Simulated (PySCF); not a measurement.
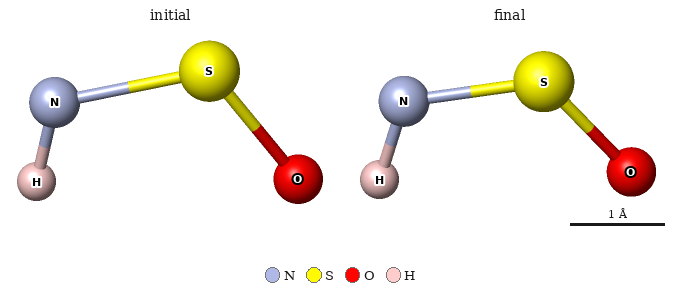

The structure of NHSO before (left) and after (right) a relaxation, at one scale.

A ball-and-stick model, seen at a tilt.

The start comes from MMFF94s.

Level of theory: PBE0-D3(BJ)/def2-SVP geometry optimisation, gas phase (PySCF). 

> Summarise the run.

The S atom moves most after the best rigid fit: 0.15 Å. By element the largest moves are S 0.15 Å, O 0.12 Å, N 0.10 Å, H 0.04 Å. Among the contacts that change: N–S 1.714 → 1.524 Å, O–S 1.656 → 1.471 Å, H–N 1.023 → 1.029 Å. Among the angles between lasting bonds that change: N–S–O 111.0° → 119.5°. The energy falls by 137.6 kJ/mol in 9 geometry steps. The largest force component goes from 6.9 to 0.0085 eV/Å. The run took of the order of 11 core-seconds on a shared host.
